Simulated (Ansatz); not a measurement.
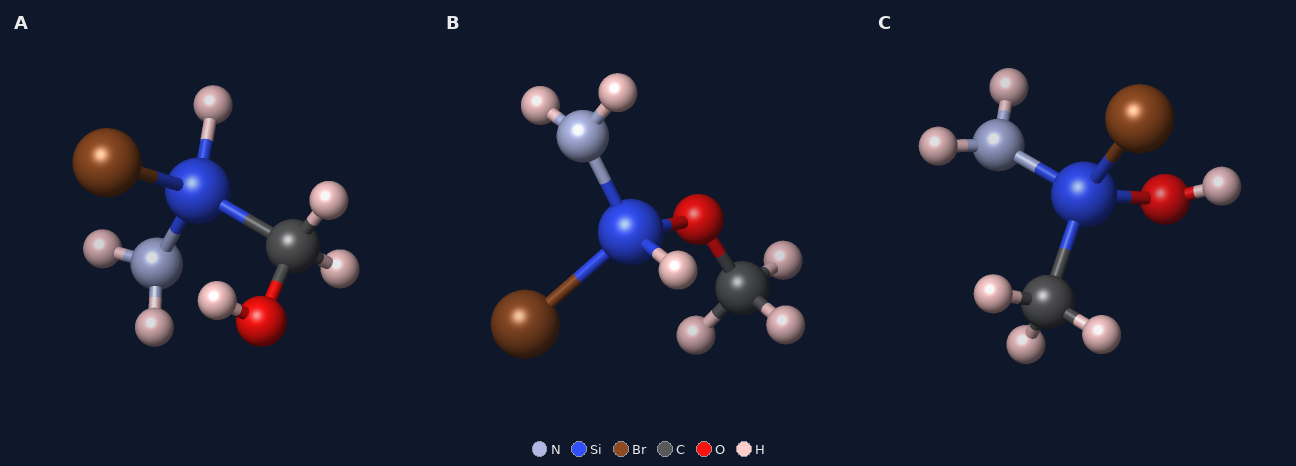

3 stationary structures of one formula. Geometries: PBE-D4/def2-SVP. Electronic energies: PBE-D4/def2-SVP (Ansatz 0.2.0), without zero-point energy. No frequency run is at hand to confirm each as a minimum. Each is one conformer, not always the lowest.

**Are they conformers, stereoisomers or constitutional isomers?**

They are constitutional isomers of CH6BrNOSi: A `N[Si@@H](Br)CO`, B `CO[Si@@H](N)Br`, C `C[Si@](N)(O)Br`.

**Rank them by energy, lowest first.**

C is lowest; B lies 0.983 eV above it, A lies 1.933 eV above it.
